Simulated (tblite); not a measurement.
**C₃H₁₀GeO₂: frequency calculation**

System: C₃H₁₀GeO₂, SMILES CC[O][GeH2][O]C.
Method: GFN2-xTB harmonic vibrations, gas phase (tblite 0.8.0).

It belongs to a series of runs on one base structure; here: H on C replaced by CH3.

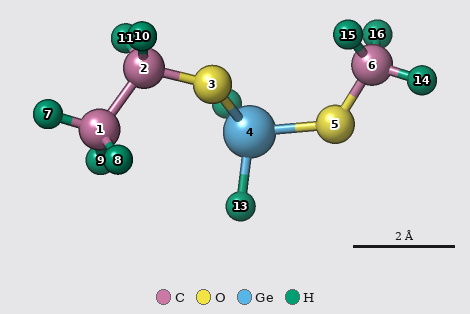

*The input geometry (ball-and-stick view, seen at a tilt; atoms are numbered from 1 in the order of the input). Sticks mark near contacts.*

Input file:
```
{"job": {"kind": "ir", "xc": "GFN2-xTB", "basis": "xTB"}, "charge": 0, "multiplicity": 1}
C     -2.618832    -0.059574     0.559613
C     -1.598897     0.368095    -0.483550
O     -0.284264     0.424175     0.025388
Ge     0.685296    -0.878926     0.693504
O      2.247173    -0.175657     0.939171
C      2.995922     0.608492     0.029605
H     -3.620867    -0.020616     0.140426
H     -2.564059     0.600138     1.422096
H     -2.405995    -1.077419     0.885868
H     -1.822883     1.381514    -0.835110
H     -1.642385    -0.312903    -1.341904
H      0.688799    -2.038246    -0.288866
H      0.324504    -1.259516     2.096425
H      3.813473     1.058820     0.594855
H      2.384121     1.398082    -0.409993
H      3.411294    -0.007515    -0.771456
```

The first line tells a small driver script what to run in tblite; the rest is the geometry in Å.

Command:
```bash
OMP_NUM_THREADS=1 python <driver script> task.json out
```

The program's output:
```
mode    cm-1     km/mol
  1      38.6      0.47
  2      65.5      1.18
  3      80.6      5.63
  4     107.4      0.87
  5     127.4      5.09
  6     173.3      7.22
  7     245.7      1.33
  8     271.9     11.19
  9     443.3      5.26
 10     475.4    119.03
 11     501.4    125.05
 12     520.5    117.28
 13     594.8      4.64
 14     694.7    227.25
 15     786.4    165.84
 16     831.6      1.38
 17     933.7     41.79
 18    1056.3    154.60
 19    1091.9     20.08
 20    1105.4    116.03
 21    1129.4      0.54
 22    1140.2      6.90
 23    1149.9     14.93
 24    1261.6      0.88
 25    1335.9     12.21
 26    1396.1      8.80
 27    1407.0      0.36
 28    1476.9      4.18
 29    1478.3      2.94
 30    1479.6      2.08
 31    1481.4      2.48
 32    1489.5      1.71
 33    1822.9    361.13
 34    1988.5    354.70
 35    2891.8     54.89
 36    2924.9     43.78
 37    2942.9     45.09
 38    2960.8     27.83
 39    2976.4     34.89
 40    3004.5     46.70
 41    3038.7     17.58
 42    3042.2     35.22
```

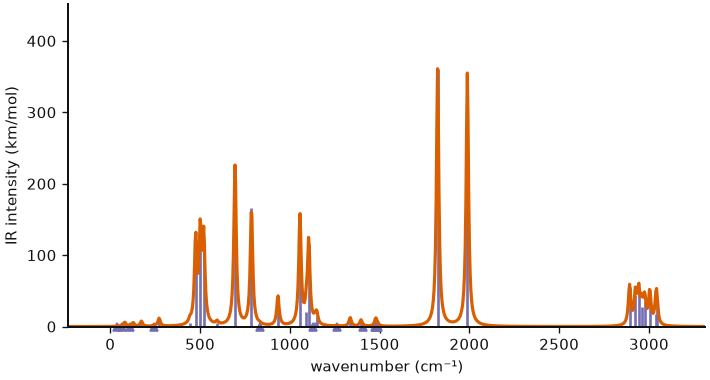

*Harmonic infrared spectrum, unscaled: sticks (degenerate modes added up, dark ones marked on the axis) with a Lorentzian envelope of 16 cm⁻¹ full width, scaled to the tallest stick.*

42 modes from 39 to 3042 cm⁻¹, none imaginary. The strongest line is at 1823 cm⁻¹ (361 km/mol).

Summary:

- outcome: converged
- total energy: −587.9718 eV
- zero-point energy: 77.1470 kcal/mol
- hardware: 1 CPU thread, shared host
- wall time: 1.3 s
- peak memory: 0.18 GiB
